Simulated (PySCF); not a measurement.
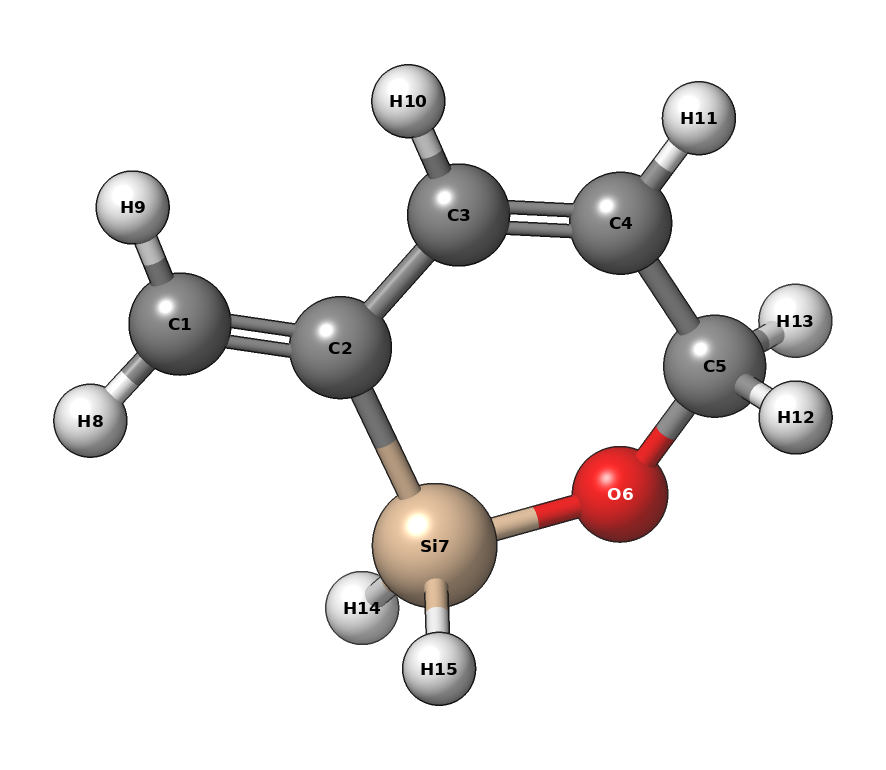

Computed geometry: GFN2-xTB optimisation. No frequency run is at hand to confirm it as a minimum. Electric field gradients from the ground-state density, PBE0/pcSseg-1 (PySCF 2.14.0), non-relativistic apart from any core potentials.

Give the largest field-gradient component, the quadrupole coupling constant and the asymmetry for 17O at O6 (Q = −25.6 mb), 2H at H8 (Q = 2.86 mb), 2H at H9 (Q = 2.86 mb), 2H at H10 (Q = 2.86 mb), 2H at H11 (Q = 2.86 mb).

| atom | V_zz (a.u.) | e²qQ/h (MHz) | η |
| --- | --- | --- | --- |
| O6 | 1.742 | −10.48 | 0.39 |
| H8 | 0.337 | 0.227 | 0.06 |
| H9 | 0.329 | 0.221 | 0.05 |
| H10 | 0.318 | 0.213 | 0.08 |
| H11 | 0.323 | 0.217 | 0.07 |

The geometry is semi-empirical. Around Si such bond lengths and angles can be off by a tenth of an ångström or more and by several degrees, and values that hang on the shape move with them.
